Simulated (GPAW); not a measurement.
# Quasiparticle gap of CsGeBr3 (R3m) in GPAW

How does a plane-wave GW calculation on CsGeBr3 (R3m) run from the first input to the gap?

Main program and level: GPAW 26.7.0; LDA and many-body steps on it, plane waves.

**1. The starting structure**

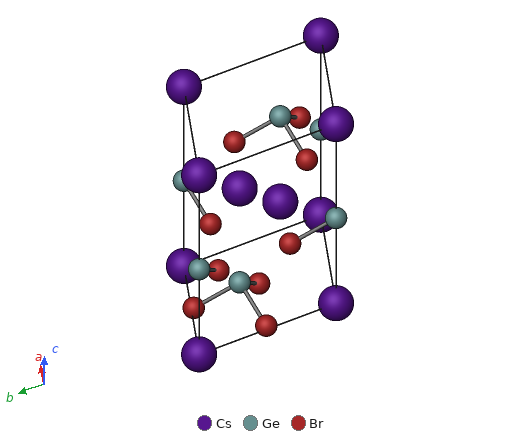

The cell as given, from a free direction (caesium purple, germanium teal, bromine red). This picture shows the conventional cell, with its axes. Bonds to atoms that aren't drawn are left out. Some periodic images of atoms are drawn too.

The cell and positions are those that the Materials Project relaxed with its own functionals (PBE, PBE+U or r2SCAN), kept fixed. Spin-orbit coupling is left out unless a step names it.

**2. Ground state**

This step: GPAW 26.7.0; DFT, LDA, plane waves, PAW.

The ground-state density comes first.

run.py reads:

```python
import json
import numpy as np
from gpaw.mpi import world
from ase import Atoms
from gpaw import GPAW, PW, FermiDirac

atoms = Atoms(['Cs', 'Ge', 'Br', 'Br', 'Br'],
    cell=[[3.9692828316, 2.2916665113, 3.3349688208],
      [-3.9692828316, 2.2916665113, 3.3349688208],
      [0.0000000000, -4.5833330226, 3.3349688208]],
    scaled_positions=[[0.0013040400, 0.0013040400, 0.0013040400],
      [0.4770829100, 0.4770829100, 0.4770829100],
      [0.0286681300, 0.5054724600, 0.5054724600],
      [0.5054724600, 0.5054724600, 0.0286681300],
      [0.5054724600, 0.0286681300, 0.5054724600]],
    pbc=(True, True, True))
calc = GPAW(mode=PW(450),
    xc='LDA',
    kpts={'size': (4, 4, 4), 'gamma': True},
    occupations=FermiDirac(0.001),
    nbands=-8,
    convergence={'density': 1e-6, 'bands': -3},
    maxiter=100,
    txt='gs.txt')
atoms.calc = calc
res = {'energy': atoms.get_potential_energy()}
kpts = calc.get_ibz_k_points()
res['kpts'] = kpts
res['eigenvalues'] = [calc.get_eigenvalues(kpt=k) for k in range(len(kpts))]
res['n_electrons'] = calc.get_number_of_electrons()
calc.write('gs.gpw')

if world.rank == 0:
    with open('result.json', 'w') as f:
        json.dump(res, f, default=lambda x: x.tolist())
```

On the command line:

```console
mpirun -n 4 gpaw python run.py
```

Numbers of over 12 decimals in the logs are rounded to 6 here.

Output:

```text
__  _  _
 | _ |_)|_||  |
 |__||  | ||/\| - 26.7.0

Input parameters:
  mode=PW(ecut=450.000000),
  convergence={'density': 1e-06, 'bands': -3},
  kpts=MonkhorstPack(size=(4, 4, 4), gamma=True),
  maxiter=100,
  nbands=-8,
  occupations=Occupations(name='fermi-dirac', width=0.001, fixmagmom=False),
  xc=XC(name='LDA')
  [... matrices ...]
Diagonalizing LCAO Hamiltonian
Converting LCAO to pw mode

            Ger

       Br       Br

            Cs

Atoms  # Å, Bohr magnetons
|   | symbol |         x |         y |        z |    initial magnetic moments |
| 0 |     Cs | -0.000000 |  0.000000 | 0.013047 | ( 0.0000,  0.0000,  0.0000) |
| 1 |     Ge |  0.000000 | -0.000000 | 4.773170 | ( 0.0000,  0.0000,  0.0000) |
| 2 |     Br | -1.892571 | -1.092677 | 3.467077 | ( 0.0000,  0.0000,  0.0000) |
| 3 |     Br | -0.000000 |  2.185353 | 3.467077 | ( 0.0000,  0.0000,  0.0000) |
| 4 |     Br |  1.892571 | -1.092677 | 3.467077 | ( 0.0000,  0.0000,  0.0000) |

Unit cell  # Å
| periodic |         x |         y |        z |  lengths |    angles |
|      yes |  3.969283 |  2.291667 | 3.334969 | 5.668241 | 88.896874 |
|      yes | -3.969283 |  2.291667 | 3.334969 | 5.668241 | 88.896874 |
|      yes |  0.000000 | -4.583333 | 3.334969 | 5.668241 | 88.896874 |

Number of symmetries: 6
Symmetry operations  # r_c * U_cc + t_c -> r_c
|   | kind |            matrix            |
| 0 |  E   |  1, 0, 0,  0, 1, 0,  0, 0, 1 |
| 1 |  σ   |  1, 0, 0,  0, 0, 1,  0, 1, 0 |
| 2 |  σ   |  0, 1, 0,  1, 0, 0,  0, 0, 1 |
| 3 |  C3  |  0, 1, 0,  0, 0, 1,  1, 0, 0 |
| 4 |  C3  |  0, 0, 1,  1, 0, 0,  0, 1, 0 |
| 5 |  σ   |  0, 0, 1,  0, 1, 0,  1, 0, 0 |

BZ-sampling:
  Number of BZ points: 64
  Number of IBZ points: 13

  Monkhorst-Pack size: [4, 4, 4]
  Monkhorst-Pack shift: [0.125, 0.125, 0.125]

K-points  # in reciprocal-cell coordinates
|     |                                coordinates |     weight |
|   0 | (  0.00000000,   0.00000000,   0.00000000) | 0.01562500 |
|   1 | (  0.25000000,   0.00000000,  -0.25000000) | 0.09375000 |
|   2 | (  0.25000000,   0.00000000,   0.00000000) | 0.09375000 |
|   3 | (  0.25000000,   0.25000000,  -0.25000000) | 0.09375000 |
|   4 | (  0.25000000,   0.25000000,   0.00000000) | 0.09375000 |
|   5 | (  0.25000000,   0.25000000,   0.25000000) | 0.03125000 |
|   6 | (  0.50000000,   0.00000000,   0.00000000) | 0.04687500 |
|   7 | (  0.50000000,   0.25000000,  -0.25000000) | 0.09375000 |
|   8 | (  0.50000000,   0.25000000,   0.00000000) | 0.18750000 |
|   9 | (  0.50000000,   0.25000000,   0.25000000) | 0.09375000 |
| ... |                                            |            |
|  12 | (  0.50000000,   0.50000000,   0.50000000) | 0.01562500 |

Plane wave coefficients: 3963
Cutoff: 450.000000 eV

Spin-components: 1 (collinear spins)
Bands:           25
Projectors:      25
Spin-degeneracy: 2
Datatype:        complex128

  Storage: CPU
  Wave functions: 20_430_800 bytes (5_107_700 per core)
  Projectors: 23_699_728 bytes (5_924_932 per core)
  [... matrices ...]
Parallelization:
  kpt:    4
  domain: 1
  band:   1

Density:
  Valence electrons: 34.0
  Components: 1
  Grid points: [28 28 28]
  Charge: 0.0  # |e|

Potential:
  Grid points: [28 28 28]

species:
  Cs:
    name:    Caesium
    Z:       55.0
    valence: 9
    core:    46
    charge:  0.0  # [|e|]
    compensation charges:
      type: gauss
      rc: 0.33  # [Å]
      lmax: 2
    cutoffs:
      filter: 2.06  # [Å]
      core: 2.51  # [Å]
    projectors
    | kind |    occ | energy [eV] | rcut [Å] |
    |   5s |  2.000 |     -26.872 |    1.164 |
    |   6s |  1.000 |      -2.224 |    1.164 |
    |   5p |  6.000 |     -13.611 |    1.058 |
    |    p |        |      13.601 |    1.058 |
    |    d |        |       0.000 |    1.058 |

    Using partial waves for Cs as LCAO basis

  Ge:
    name:    Germanium
    Z:       32.0
    valence: 4
    core:    28
    charge:  0.0  # [|e|]
    compensation charges:
      type: gauss
      rc: 0.32  # [Å]
      lmax: 2
    cutoffs:
      filter: 1.77  # [Å]
      core: 3.42  # [Å]
    projectors
    | kind |    occ | energy [eV] | rcut [Å] |
    |   4s |  2.000 |     -11.940 |    1.005 |
    |   4p |  2.000 |      -4.047 |    1.005 |
    |    s |        |      15.272 |    1.005 |
    |    p |        |      23.164 |    1.005 |
    |    d |        |       0.000 |    1.005 |

    Using partial waves for Ge as LCAO basis

  Br:
    name:    Bromine
    Z:       35.0
    valence: 7
    core:    28
    charge:  0.0  # [|e|]
    compensation charges:
      type: gauss
      rc: 0.35  # [Å]
      lmax: 2
    cutoffs:
      filter: 1.98  # [Å]
      core: 2.38  # [Å]
    projectors
    | kind |    occ | energy [eV] | rcut [Å] |
    |   4s |  2.000 |     -20.306 |    1.111 |
    |   4p |  5.000 |      -8.003 |    1.111 |
    |    s |        |       6.906 |    1.111 |
    |    p |        |      19.208 |    1.111 |
    |    d |        |       0.000 |    1.111 |

    Using partial waves for Br as LCAO basis

Reference energy: -481089.716145  # eV

eigensolver:
  PPCG
  Converge bands: -3
  niter=2

density mixing:
  MSR1-Mixer
  Pratt-step length: 0.05
  Maximum mixing coefficient: 0.75
  Old densities: 10
  SVD Regularization: 0.005
  Good broyden scale: 1.0
  Trust region scale: 1.0
  Backstep threshold: 4.0
  History deletion threshold: 6.0
  Fourier metric: weight=20.0, sigma=0.015

occupation numbers:
  Fermi-Dirac:
    width: 0.0010  # eV

poisson solver:
  ecut: 3600.000000  # eV

xc functional:
  name: None

Initialization done in: 0.752 s

convergence criteria:
- Maximum integral of absolute [dens]ity change: 1e-06 electrons / valence electron
- Maximum [total energy] change in last 3 cyles: 0.0005 eV / valence electron
- Maximum integral of absolute [eigenst]ate change: 4e-08 eV^2 / valence electron
maximum number of iterations: 100

SCF iterations
|iter     |     time |      energy | eigst |  dens |
|iter:   1|  |  -18.361023 | +0.59 |       |
|iter:   2|  |  -18.291378 | -0.64 | -1.28 |
|iter:   3|  |  -17.979784 | -1.26 | -1.32 |
|iter:   4|  |  -17.974808 | -2.10 | -1.92 |
|iter:   5|  |  -17.974246c| -2.55 | -2.34 |
|iter:   6|  |  -17.974249c| -2.94 | -3.01 |
|iter:   7|  |  -17.974250c| -3.28 | -3.61 |
|iter:   8|  |  -17.974250c| -3.98 | -3.97 |
|iter:   9|  |  -17.974250c| -4.56 | -4.94 |
|iter:  10|  |  -17.974250c| -5.41 | -5.62 |
|iter:  11|  |  -17.974250c| -6.00 | -6.42c|
|iter:  12|  |  -17.974250c| -6.55 | -6.93c|
|iter:  13|  |  -17.974250c| -6.97 | -7.71c|
|iter:  14|  |  -17.974250c| -7.69c| -8.19c|

Converged in 14 steps
SCF loop duration: 6.548 s (0.468 s/step)
Energy contributions relative to reference atoms: (reference = -481089.716145)
  [... matrices ...]
Energy contributions:
  Kinetic:          18.227363
  Coulomb:         -19.527147
  Zero:             -0.124949
  External:          0.000000
  Xc:              -16.549517
  Entropy:          -0.000000
  Spinorbit:         0.000000
  ----------------------------
  Free energy:     -17.974250
  Extrapolated:    -17.974250

dipole moment: (-0.000000, -0.000000, -87.258728)  # |e|*Ang

Fermi level: 3.559
Eigenvalues  # (at kpt = [0.000, 0.000, 0.000])
| band index |      eig [eV] | occ [0-2] |
|          0 |       -18.808 |     2.000 |
|        ... |               |           |
|          9 |        -2.196 |     2.000 |
|         10 |        -1.625 |     2.000 |
|         11 |         0.161 |     2.000 |
|         12 |         0.161 |     2.000 |
|         13 |         0.300 |     2.000 |
|         14 |         0.427 |     2.000 |
|         15 |         0.427 |     2.000 |
|         16 |         0.479 |     2.000 |
|         17 |         5.326 |     0.000 |
|         18 |         6.299 |     0.000 |
|         19 |         6.299 |     0.000 |
|         20 |         6.616 |     0.000 |
|         21 |         6.961 |     0.000 |
|         22 |         6.961 |     0.000 |
|         23 |         8.046 |     0.000 |
|         24 |         8.111 |     0.000 |

Gap: 1.102 eV
Transition (v -> c):
  (s=0, k=12, n=16, [0.50, 0.50, 0.50]) -> (s=0, k=12, n=17, [0.50, 0.50, 0.50])
No difference between direct/indirect transitions
# Writing to gs.gpw (mode='')
  [... matrices ...]
```

It took 8.8 s on 4 MPI ranks of Arm Neoverse V2, shared host; peak memory 0.74 GiB; 35 s of CPU time.

This step gave:

```
total energy               : -17.97 eV
gap                        : 1.102 eV
k of the valence top       : 0.5, 0.5, 0.5
k of the conduction bottom : 0.5, 0.5, 0.5
least direct gap           : 1.102 eV
```

The gap is direct, at (0.500, 0.500, 0.500).

**3. Empty states on the mesh, 2×2×2 mesh, 622 bands**

The sums over transitions need many empty states on a uniform mesh; this step solves for them.

run.py reads:

```python
import json
import numpy as np
from gpaw.mpi import world
from gpaw import GPAW

calc = GPAW('gs.gpw').fixed_density(kpts={'size': (2, 2, 2), 'gamma': True},
    parallel={'domain': 1, 'band': 1},
    txt='nscf.txt')
calc.diagonalize_full_hamiltonian(nbands=622)
calc.write('full.gpw', mode='all')
res = {}
kpts = calc.get_ibz_k_points()
res['kpts'] = kpts
res['eigenvalues'] = [calc.get_eigenvalues(kpt=k) for k in range(len(kpts))]
res['n_electrons'] = calc.get_number_of_electrons()

if world.rank == 0:
    with open('result.json', 'w') as f:
        json.dump(res, f, default=lambda x: x.tolist())
```

On the command line:

```console
mpirun -n 4 gpaw python run.py
```

Output:

```text
Diagonalizing LCAO Hamiltonian
Converting LCAO to pw mode
convergence criteria:
- Maximum integral of absolute [eigenst]ate change: 4e-08 eV^2 / valence electron
maximum number of iterations: 100

SCF iterations
|iter     |     time |      energy | eigst |  dens |
|iter:   1|  |             | +0.63 |       |
|iter:   2|  |             | -0.57 |       |
|iter:   3|  |             | -1.56 |       |
[...]
|iter:  22|  |             | -6.87 |       |
|iter:  23|  |             | -7.31 |       |
|iter:  24|  |             | -7.58c|       |
SCF steps: 24
  __  _  _
 | _ |_)|_||  |
 |__||  | ||/\| - 26.7.0

Input parameters:
  mode=PW(ecut=450.000000),
  convergence={'density': 1e-06, 'bands': -3},
  gpts=array([28, 28, 28]),
  kpts=MonkhorstPack(size=(2, 2, 2), gamma=True),
  maxiter=100,
  nbands=25,
  occupations=Occupations(name='fermi-dirac', width=0.001, fixmagmom=False),
  parallel={'domain': 1, 'band': 1},
  xc=XC(name='LDA')
Matrix size: 3929x3929
# Writing to full.gpw (mode='all')
  [... matrices ...]

timing:  # [seconds]
  Total: 52.439  # ━━━━━━━━━━━━━━━━━━━━━━━━━━━━━━━━━━━━━━━━━━━━━━━━━━━━━━━━━━
```

Run time: 57 s. Hardware: 4 MPI ranks; peak memory 4.6 GiB; 3.8 min of CPU time.

This step gave:

* gap: 1.102 eV
* k of the valence top: 0.5, 0.5, 0.5
* k of the conduction bottom: 0.5, 0.5, 0.5
* least direct gap: 1.102 eV
* k points computed: 4
* lowest point of the top converged band, above the valence top: 122.3787 eV

On this mesh the gap is 1.102 eV.

**4. Screening and self-energy, 2×2×2 mesh, 284 bands, screening to 78 eV**

G0W0 replaces the xc potential by the self-energy, built once from these orbitals. Only a window of levels is corrected, while the sums run over the empty bands that the input names.

This step: G0W0 on LDA, plane waves, PAW.

run.py reads:

```python
import json
import numpy as np
from gpaw.mpi import world
from gpaw.response.g0w0 import G0W0

gw = G0W0('full.gpw',
    filename='gw',
    kpts=[0, 3],
    bands=(15, 19),
    ecut=78,
    nbands=284,
    integrate_gamma='WS',
    ppa=True)
gw.calculate()
res = {mode: {k: v for k, v in r.items() if k != 'sigma_eskwn'}
       for mode, r in gw.all_results.items()}

if world.rank == 0:
    with open('result.json', 'w') as f:
        json.dump(res, f, default=lambda x: x.tolist())
```

On the command line:

```console
mpirun -n 4 gpaw python run.py
```

Output:

```text
Using integrator: PointIntegrator
FrequencyGridDescriptor(from 0.000+0.000j to 0.000+27.211j eV, 2 points)
Nonperiodic BCs:  [False False False]
Using integrator: PointIntegrator
FrequencyGridDescriptor(from 0.000+0.000j to 0.000+27.211j eV, 2 points)
Nonperiodic BCs:  [False False False]
  ___  _ _ _
 |   || | | |
 | | || | | |
 |__ ||_____|
 |___|

BZ k-points: Symmetries present (total): 6

  [... matrices ...]
8 k-points: 2 x 2 x 2 Monkhorst-Pack grid + [1/4,1/4,1/4]
4 k-points in the irreducible part of the Brillouin zone
       k-points in crystal coordinates                weights
   0:     0.00000000    0.00000000    0.00000000          1/8
   1:     0.50000000    0.00000000    0.00000000          3/8
   2:     0.50000000    0.50000000    0.00000000          3/8
   3:     0.50000000    0.50000000    0.50000000          1/8

Distributing spins, k-points and bands (1 x 2 x 4) over 4 processes
Number of blocks: 1

Quasi particle states:
k-points (IBZ indices): [0, 3]
Band range: (15, 19)
  [... matrices ...]
Computational parameters:
Plane wave cut-off: 78 eV
Number of bands: 284
Coulomb cutoff: None
Broadening: 0.1 eV

fxc modes: GW
Kernel: RPA
Using Godby-Needs plasmon-pole approximation:
  Fitting energy: i*E0, E0 = 1.000 Hartree
Summing all q:

Calculating screened Coulomb potential
No Coulomb truncation
FrequencyGridDescriptor(from 0.000+0.000j to 0.000+27.211j eV, 2 points)
Removing empty qpoint cache files...

Calculating chi0 body with:
    Ground state adapter containing:
    Number of spins: 1
    Number of kpoints: 8
    Number of irreducible kpoints: 4
    Number of completely occupied states: 17
    Number of partially occupied states: 17
    Occupied states memory: 5.6943359375 M / cpu

    Linear response parametrization:
    q_c: [0.0, 0.0, 0.0]
    Number of frequency points: 2
    Planewave cutoff: 78.0
    Number of bands: 284
    Number of planewaves: 263
    Broadening (eta): 1e-06
    comm.size: 4
    kncomm.size: 4
    blockcomm.size: 1

    Memory estimate of potentially large arrays:
        chi0_wGG: 2.110870 M / cpu
Integrating chi0 body.

Symmetries of q_c:
    Direct symmetries (Uq -> q): 6
    Indirect symmetries (TUq -> q): 6
In total 12 allowed symmetries.

  [... matrices ...]
4 groups of equivalent kpoints. 50.0% reduction.

Integral kind: response function
Integrating chi0 head and wings.

Symmetries of q_c:
    Direct symmetries (Uq -> q): 6
    Indirect symmetries (TUq -> q): 6
In total 12 allowed symmetries.

  [... matrices ...]
4 groups of equivalent kpoints. 50.0% reduction.

Integral kind: response function wings

Calculating chi0 body with:
    Ground state adapter containing:
    Number of spins: 1
    Number of kpoints: 8
    Number of irreducible kpoints: 4
    Number of completely occupied states: 17
    Number of partially occupied states: 17
    Occupied states memory: 5.6943359375 M / cpu

    Linear response parametrization:
[... the further q-points ...]

Results:
f:      Occupation numbers
eps:     KS-eigenvalues [eV]
vxc:     KS vxc [eV]
exx:     Exact exchange [eV]
sigma:   Self-energies [eV]
dsigma:  Self-energy derivatives
Z:       Renormalization factors
qp:      QP-energies [eV]

k-point 0 (0): (0.000, 0.000, 0.000)                GW
band       f     eps     vxc     exx   sigma  dsigma       Z      qp
                                                                   GW
  15   1.000   0.427 -16.009 -19.467   2.617  -0.281   0.781  -0.229
  16   1.000   0.479 -15.890 -19.263   2.558  -0.282   0.780  -0.157
  17   0.000   5.326  -8.458  -4.186  -3.529  -0.199   0.834   5.946
  18   0.000   6.299  -7.760  -3.550  -3.488  -0.199   0.834   6.901

k-point 1 (3): (0.500, 0.500, 0.500)                GW
band       f     eps     vxc     exx   sigma  dsigma       Z      qp
                                                                   GW
  15   1.000   0.813 -16.261 -19.779   2.663  -0.280   0.781   0.146
  16   1.000   2.576 -17.043 -18.722   1.499  -0.269   0.788   2.435
  17   0.000   3.679 -12.640  -8.138  -3.364  -0.248   0.801   4.591
  18   0.000   3.899 -12.378  -7.886  -3.395  -0.249   0.800   4.777
```

Run time: 28 s. Hardware: 4 MPI ranks; peak memory 1.6 GiB.

Numbers from this step:

| Property | Result |
| --- | --- |
| G0W0 gap on the points computed | 2.156 eV |
| least direct G0W0 gap on the computed points | 2.156 eV |
| Z at the valence top | 0.7882 |
| Z at the conduction bottom | 0.8011 |
| starting gap on the mesh | 1.102 eV |
| k of the valence top | 0.5, 0.5, 0.5 |
| k of the conduction bottom | 0.5, 0.5, 0.5 |

The gap on the mesh goes from 1.10 eV to 2.16 eV, a correction of +1.05 eV.

Limits: finite bands, cutoff and mesh; no spin-orbit coupling; coarse k mesh. v1 is the top filled band, c1 the lowest empty one. Levels before and after the correction, in eV, zero at the valence-band top of each column:

```
           conduction bottom  valence top
Kohn-Sham               1.10         0.00
     G0W0               2.16         0.00
```

```
                      level  energy (eV)
Kohn-Sham  (0.5 0.5 0.5) v2       -1.763
Kohn-Sham  (0.5 0.5 0.5) v1        0.000
Kohn-Sham  (0.5 0.5 0.5) c1        1.102
Kohn-Sham  (0.5 0.5 0.5) c2        1.323
     G0W0  (0.5 0.5 0.5) v2       -2.289
     G0W0  (0.5 0.5 0.5) v1        0.000
     G0W0  (0.5 0.5 0.5) c1        2.156
     G0W0  (0.5 0.5 0.5) c2        2.343
```

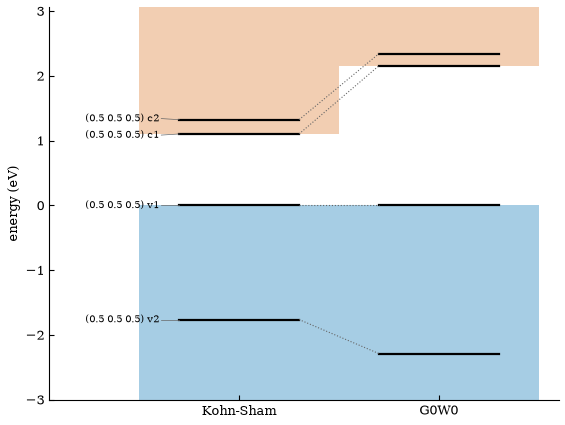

Levels before and after the correction. Shaded: valence and conduction bands.

**5. Where the time went**

Times are wall times on 4 MPI ranks of Arm Neoverse V2, shared host, good to a factor of about two.

```
                     step   time  share  memory (GiB)
             ground state  8.8 s    9 %          0.74
 empty states on the mesh   57 s   61 %           4.6
screening and self-energy   28 s   29 %           1.6
```

**6. Outcome**

```
LDA gap              : 1.10 eV, direct
G0W0 gap on the mesh : 2.16 eV
GW settings          : 2×2×2 mesh, 284 bands, screening to 78 eV, Godby-Needs plasmon pole
known limits         : not at the basis limit; no spin-orbit coupling; coarse k mesh
```

**Reading.** G0W0 moves the gap on the mesh from 1.10 eV to 2.16 eV (+1.05 eV), with Z of 0.79 and 0.80 at the edges. Only 2 of the mesh's irreducible points were corrected, so a valley elsewhere could overtake. The dearest step here is «empty states on the mesh». Bands and cutoff are finite, so the gap is not at the basis limit. The miss can reach some tenths of an eV and take either sign; the mesh is an error of its own. These stock PAW sets were not made for GW; the filled d or f shell of Br and Ge lies in the frozen core, which bears on start and correction. In the G0W0 run levels were corrected at 2 k points alone, so a gap called «on the mesh» is the least over those, and an edge elsewhere would be missed. The 2×2×2 mesh is coarse for this cell, which bears on the long-range parts of exchange and screening. The many-body steps are scalar-relativistic: spin-orbit coupling is not in them.

[Paths, hosts, dates, memory and timing lines, banners, echoed tables and standing remarks are left out of the program output.]

[Logs are printed without paths, hosts, clocks, repeated set-up lines and the standing remarks that a program may print on its own settings, such as how far it seeks lower states.]

[Runs of the session that timed out or met a known fault of the program may be left out.]

[Hosts, paths, dates, database ids (printed as entryN), source tags and the programs' standing remarks are cut or masked in the printed files.]
